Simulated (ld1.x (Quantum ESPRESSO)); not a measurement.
* Element: Nd
* Generator: ld1.x (Quantum ESPRESSO) 7.5
* Type: norm-conserving Troullier–Martins (Kleinman–Bylander form)
* Functional: PBE
* Relativity: scalar-relativistic
* Frozen core: [Xe]
* Valence charge: 6
* Reference configuration: 4f4 5d0 6s0 6p0 (charge +2)
* Partial waves: 6s (bound, empty): rc 3.25 bohr; 5d (bound, empty): rc 2.35 bohr; 4f (bound): rc 1.70 bohr; 6p (bound, empty): rc 3.45 bohr
* Local potential: the p channel
* Core correction: a·sin(br)/r model core inside 1.10 bohr

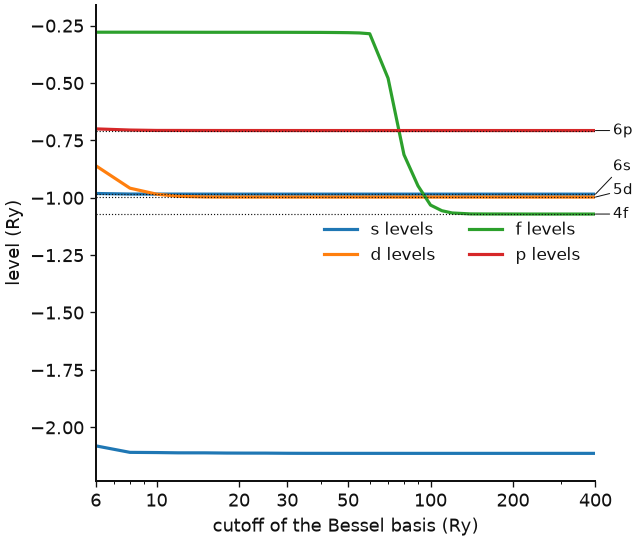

The pseudo-atom Hamiltonian at the reference potential is diagonalised in spherical Bessel functions (20 bohr box) up to the cutoff. Curves: the lowest levels of each channel that holds a bound state. Dotted lines: the all-electron valence levels.

Q: Check the spectrum for spurious states.

A: Ghost state below the valence levels: s at -28.8 eV. A ghost is a curve that settles on no dotted line: a bound state with no counterpart among the valence levels. In Ry: s -2.11.

Q: Does the ghost need a high cutoff to show?

A: The lowest s curve lies clearly below the lowest valence level of its channel already at the lowest cutoff, 6 Ry, and ends at -2.11 Ry.

Q: Read the all-electron valence levels.

A: 6s: -0.98 Ry; 5d: -1.00 Ry; 4f: -1.07 Ry; 6p: -0.71 Ry.
